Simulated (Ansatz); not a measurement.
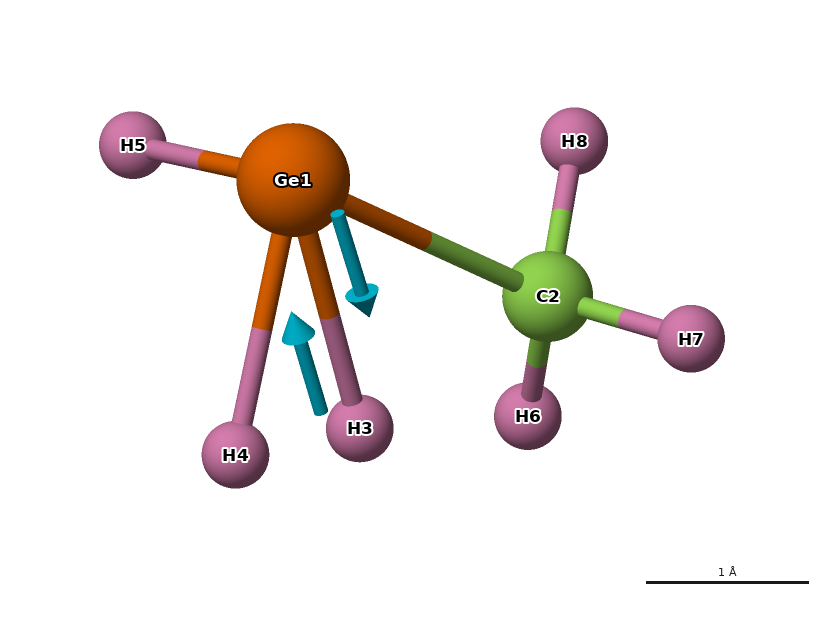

Arrows show the forces on the atoms, 1 Å of arrow for 1 eV/Å; forces under a tenth of the largest aren't drawn. Level of theory: PBE0-D4/def2-SVP (Ansatz 0.2.0).

**Which bond do the forces act along most?**

Ge1–H3, now 1.803 Å: the forces pull its atoms together, so a first step downhill shortens it.

List the force components in the frame of the picture (x right, y up, z towards the viewer), in eV/Å.

```
atom     Fx     Fy     Fz
 Ge1   0.20  −0.65  −0.37
  C2  −0.02   0.03   0.02
  H3  −0.19   0.62   0.36
  H4   0.00   0.00   0.00
  H5   0.00   0.00   0.00
  H6   0.00   0.00  −0.01
  H7   0.01   0.00   0.01
  H8   0.00   0.00   0.00
```
